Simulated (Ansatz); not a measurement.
The starting structures come from a database of crystals and need not be the phases stable at ambient conditions.

 Where the default PAW files enter, the runs use the earlier of Ansatz's two default sets.

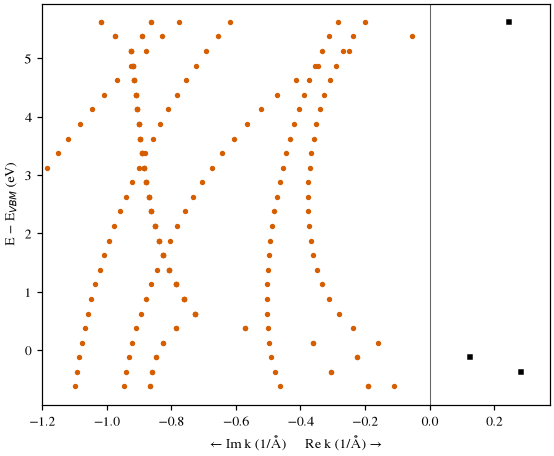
Figure: Complex bands at the centre of the two-dimensional zone; r2SCAN run with Ansatz (a quantum-chemistry and plane-wave program)

No gap correction and no spin-orbit coupling; mid-gap values are interpolated between computed energies.

Problem. This is BaBrF (P4/nmm, not sure to be the ambient phase, 6 atoms a cell, 25.7 Å³ an atom) along the normal of (001). Read off the slowest decay at the centre of the two-dimensional zone at 2.62 eV, the computed energy nearest the middle of the gap.

Solution. κ ≈ 0.38 1/Å, a decay length 1/(2κ) of the density of 1.3 Å.
